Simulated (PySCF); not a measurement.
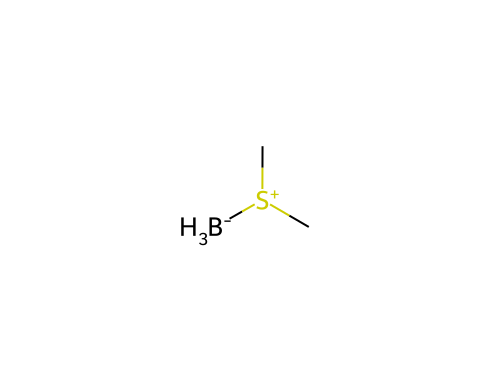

Skeletal drawing of a molecule.

Question: Write the SMILES.

Answer: [BH3-][S+](C)C

Question: What is the molecular formula?

Answer: C2H9BS.

Question: An optimisation with PBE0-D3(BJ)/def2-SVP gave a structure of which point group?

Answer: Cs.

The parts below concern this one geometry. Atoms keep their numbers from picture to picture. Computed geometry: PBE0-D3(BJ)/def2-SVP optimisation. No frequency run is at hand to confirm it as a minimum.

### Shape

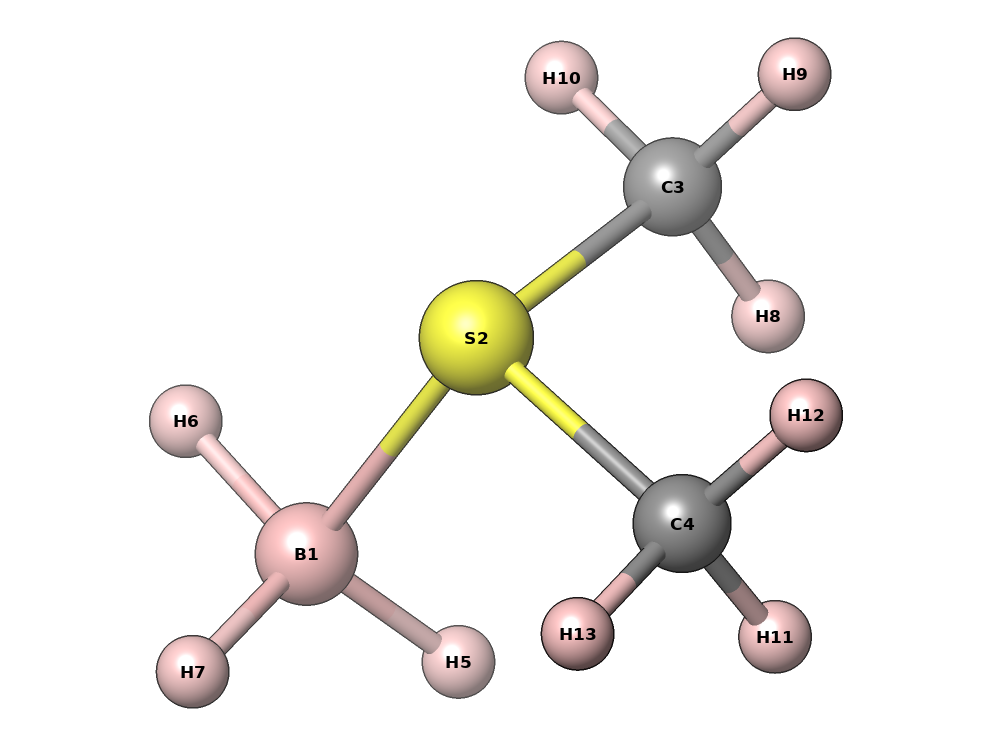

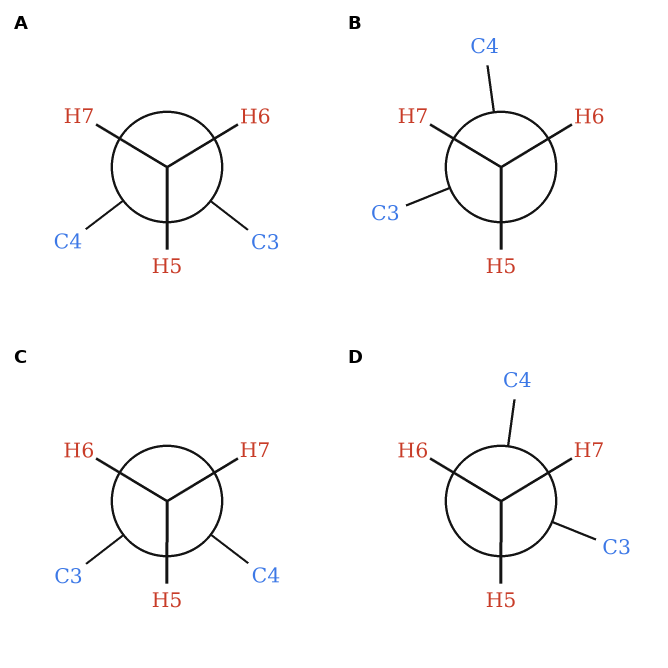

Depth is shown by fading: the farther an atom, the more it takes the colour of the background. Bonds that would overlap in a projection are set slightly apart. No frequency run is at hand to confirm it as a minimum.

Question: Which Newman projection shows the view along B1–S2, with B1 in front?

Answer: C. The torsion angle H5–B1–S2–C3 is 52°, synclinal (gauche).

### Levels of theory compared

No frequency run is at hand to confirm it as a minimum. Program: PySCF 2.14.0.

Tabulate HOMO energy (eV) at these levels: CAM-B3LYP/pcSseg-2; HF/def2-SVPD; LC-wPBE/pcSseg-2; PBE0/6-311+G(2d,p); PBE0/6-31G; PBE0/STO-3G; PBE0/cc-pVDZ; PBE0/def2-SVP; PBE0/def2-TZVP; PBE0/pcSseg-0; PBE0/pcSseg-2; ωB97X-D/pcSseg-2.

```tsv
level	HOMO energy (eV)
CAM-B3LYP/pcSseg-2	−9.22
HF/def2-SVPD	−10.86
LC-wPBE/pcSseg-2	−10.56
PBE0/6-311+G(2d,p)	−7.81
PBE0/6-31G	−7.70
PBE0/STO-3G	−5.76
PBE0/cc-pVDZ	−7.71
PBE0/def2-SVP	−7.74
PBE0/def2-TZVP	−7.81
PBE0/pcSseg-0	−7.99
PBE0/pcSseg-2	−7.83
ωB97X-D/pcSseg-2	−9.71
```

### Dipole moment

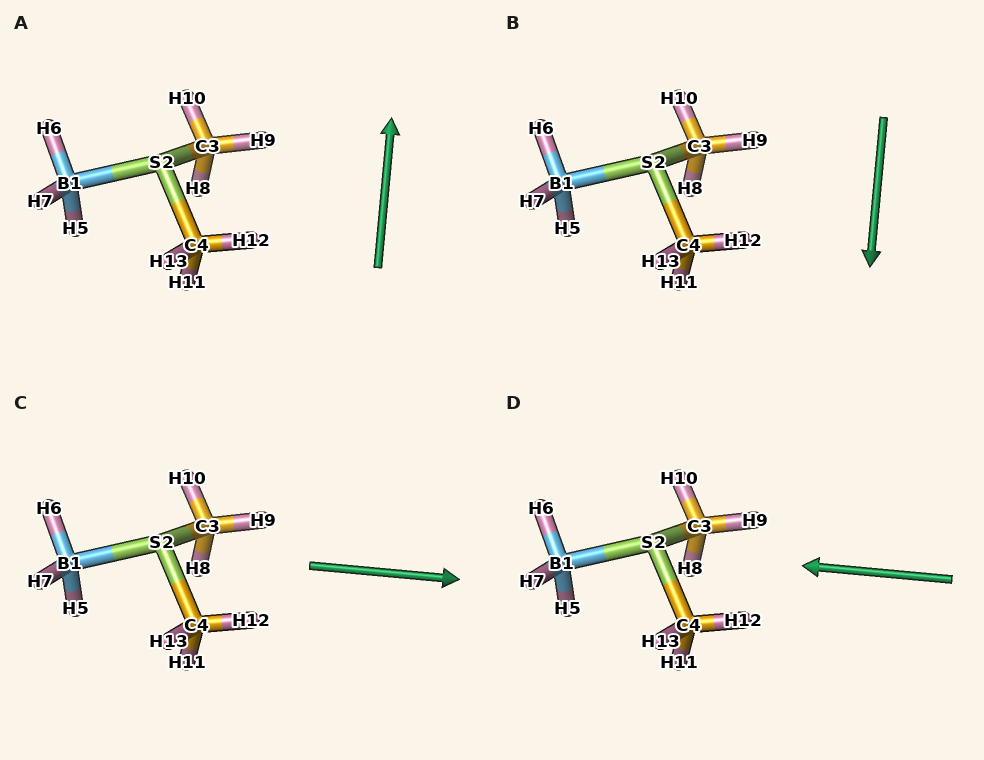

The same molecule four times, each with an arrow. No frequency run is at hand to confirm it as a minimum. Properties computed with B97-2/pcSseg-2, gas phase (PySCF 2.14.0).

Question: Which arrow points along the dipole moment, from the negative to the positive end?

Answer: C. The dipole moment is 4.73 D; it points from the side of H6, H7 to the side of H9, H12 (the outermost atoms at the two ends).

### Bond orders

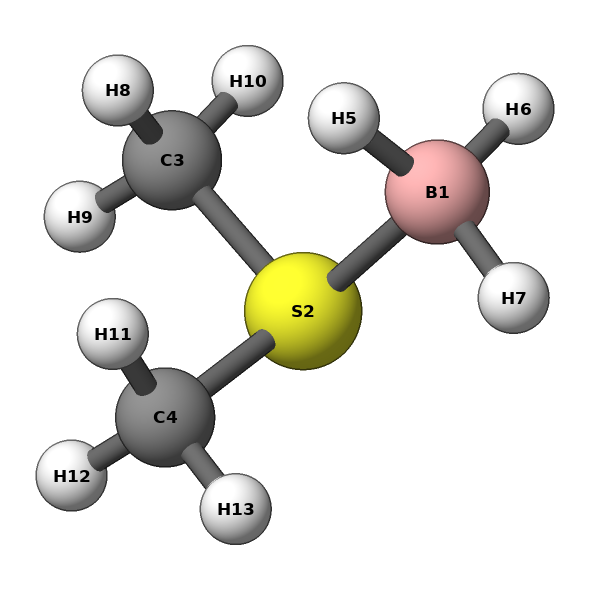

Every bond is drawn as one stick. No frequency run is at hand to confirm it as a minimum. Method: PBE0/def2-TZVP (PySCF 2.14.0).

Question: Which bond has the lowest Mayer bond order?

Answer: B1–S2, 0.81, at 1.941 Å.

List the Mayer bond orders of B1–S2, B1–H5, B1–H6, B1–H7, S2–C3, C3–H8, C3–H9, C3–H10, C4–H11, C4–H12, C4–H13 (one bond of each equivalent set). Atoms whose distances differ by more than 0.02 Å in this geometry are listed apart.

```json
{"bond": "B1–S2", "Mayer order": "0.81", "length (Å)": "1.941"}
{"bond": "B1–H5", "Mayer order": "0.98", "length (Å)": "1.223"}
{"bond": "B1–H6", "Mayer order": "0.96", "length (Å)": "1.221"}
{"bond": "B1–H7", "Mayer order": "0.96", "length (Å)": "1.221"}
{"bond": "S2–C3", "Mayer order": "1.00", "length (Å)": "1.799"}
{"bond": "C3–H8", "Mayer order": "0.95", "length (Å)": "1.099"}
{"bond": "C3–H9", "Mayer order": "0.95", "length (Å)": "1.099"}
{"bond": "C3–H10", "Mayer order": "0.95", "length (Å)": "1.098"}
{"bond": "C4–H11", "Mayer order": "0.95", "length (Å)": "1.099"}
{"bond": "C4–H12", "Mayer order": "0.95", "length (Å)": "1.099"}
{"bond": "C4–H13", "Mayer order": "0.95", "length (Å)": "1.098"}
```

### Polarisability

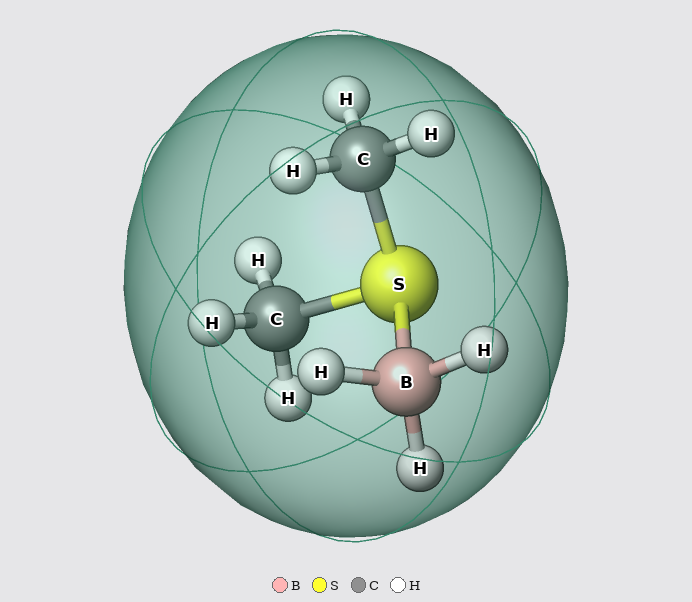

The ellipsoid shows the static dipole polarisability: its half-axes are proportional to the principal values. No frequency run is at hand to confirm it as a minimum. Method: HF/def2-SVPD (PySCF 2.14.0).

Question: How large and how anisotropic is the polarisability?

Answer: Principal values 54.6, 66.0, 68.0 bohr³; mean 62.9 bohr³ (9.32 Å³); anisotropy 12.5 bohr³, so the longest axis is 1.24 times the shortest.
